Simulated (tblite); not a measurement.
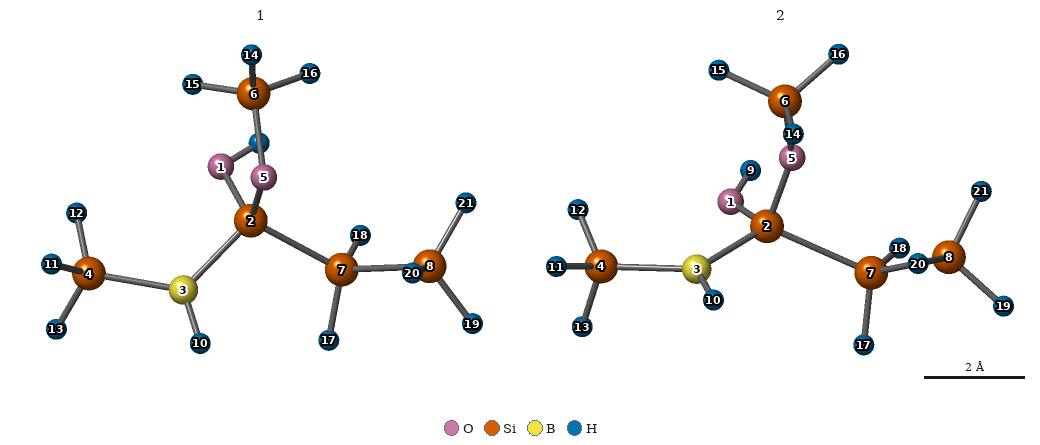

Two geometries of BSi$_{5}$H$_{13}$O$_{2}$, drawn at one scale. One is the start of a relaxation, the other its converged end. A ball-and-stick model, seen at a tilt.

Computed with GFN2-xTB geometry optimisation, gas phase (tblite 0.8.0). 

Which of the two is the end point?

Structure 2 is the relaxed one. H14 moves most after the best rigid fit: 1.67 Å. By element the largest moves are H 1.67 Å, O 1.32 Å, Si 0.60 Å, B 0.49 Å. Near-neighbour distances that change, for instance: Si2–Si6 2.780 → 3.177 Å, O5–Si6 1.723 → 1.608 Å, Si2–Si7 2.215 → 2.325 Å, Si7–Si8 2.226 → 2.316 Å. Bond angles that change, for instance: Si2–O5–Si6 108.1° → 152.6°, B3–Si2–Si7 107.5° → 124.9°, O5–Si2–Si7 113.9° → 98.6°. Groups turn about Si2–O5 by about 110°, O5–Si6 by about 105°, B3–Si4 by about 45°. Over 128 geometry steps the energy falls by 1.209 eV. Cost: 1.8 s on 1 thread of Intel(R) Xeon(R) 6975P-C, with other jobs on the host.
